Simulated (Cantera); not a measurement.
Input: 1 mol HMDSO, a varied amount of H2O, held at 650 °C and 0.100 bar.

These are equilibrium values from Cantera (NASA tables, ideal gas, pure condensed phases), not measurements of a reactor. Candidate condensed phases: C, C6H6, C7H8, C8H18, H2O, Si, SiC, SiO2; 123 gas species. The feed counts by its element totals alone. The numbers say what is thermodynamically allowed, not how fast it happens.

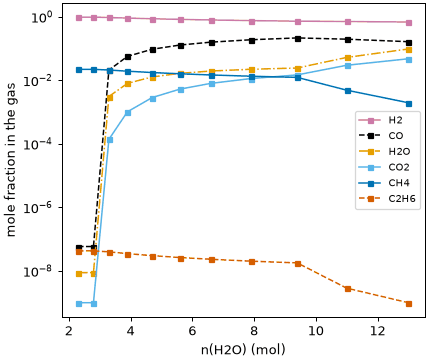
Figure: Equilibrium gas composition (values under 1e-9 drawn at 1e-9)

From 2.3 mol H2O to 2.8 mol H2O the condensed part is C(graphite) + SiC(s) + SiO2(β-quartz). From 3.3 mol H2O to 9.4 mol H2O the condensed part is C(graphite) + SiO2(β-quartz). From 11 mol H2O to 13 mol H2O the condensed part is SiO2(β-quartz).
